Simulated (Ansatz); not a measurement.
The starting structures come from a database of crystals and need not be the phases stable at ambient conditions.

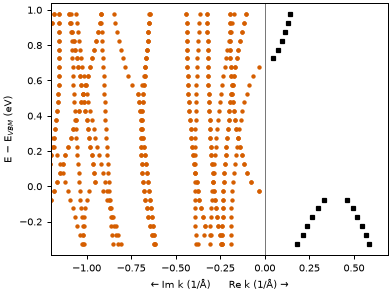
*Complex bands at the centre of the two-dimensional zone; r2SCAN (Ansatz, a first-principles code)*

The gap is the functional's own, uncorrected, and κ follows it; spin-orbit coupling is left out. Mid-gap values are interpolated between the computed energies.

Task: This is CuBiSeO (P4/nmm, not sure to be the ambient phase, 8 atoms a cell, 17.0 Å³ an atom) along the normal of (111). Read off the slowest decay at the centre of the two-dimensional zone at 0.33 eV, the computed energy nearest the middle of the gap.

Result: κ ≈ 0.14 1/Å, a decay length 1/(2κ) of the density of 3.5 Å.
